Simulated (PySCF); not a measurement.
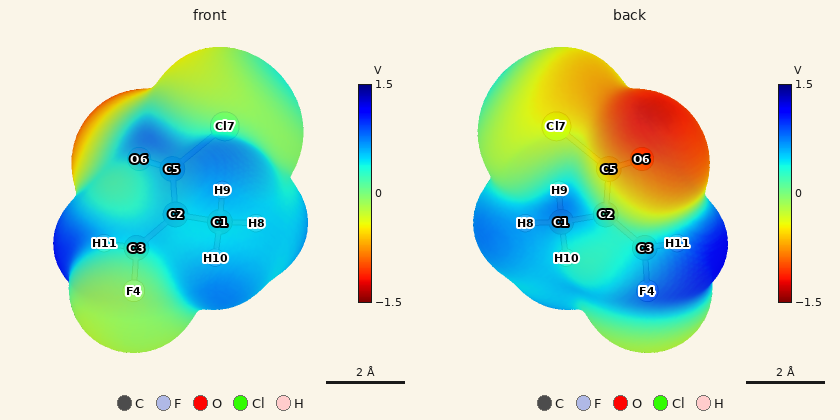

The picture shows: C4H4ClFO (SMILES C/C(=C\F)C(=O)Cl). The electrostatic potential painted on the density surface at 0.001 e/bohr³, seen from the front and from behind; red is negative and blue positive.

Geometry: GFN2-xTB.

The calculation used wB97X-D/def2-SVPD, SCF density, gas phase (PySCF).

```xyz
11

C    -0.5491   -1.2005    0.0448
C     0.1420    0.1214   -0.0193
C     1.4594    0.2578   -0.2083
F     2.2699   -0.7849   -0.3562
C    -0.6060    1.3756    0.1252
O    -0.1681    2.4830    0.0938
Cl   -2.3362    1.1368    0.3669
H    -1.0521   -1.3178    1.0027
H    -1.3033   -1.2704   -0.7365
H     0.1718   -2.0036   -0.0815
H     1.9771    1.2053   -0.2576
```

Q: Where is the surface potential most negative and most positive?

A: The most negative region (about −1.2 V, or −28 kcal/mol for a unit charge) lies over O6, the most positive (about +1.1 V, or +25 kcal/mol for a unit charge) over H11. Cl7 shows a σ-hole: about +0.3 V, or +7 kcal/mol for a unit charge at the tip opposite its bond, against about −0.2 V on its flanks. O6 is the likeliest acceptor of a hydrogen bond.
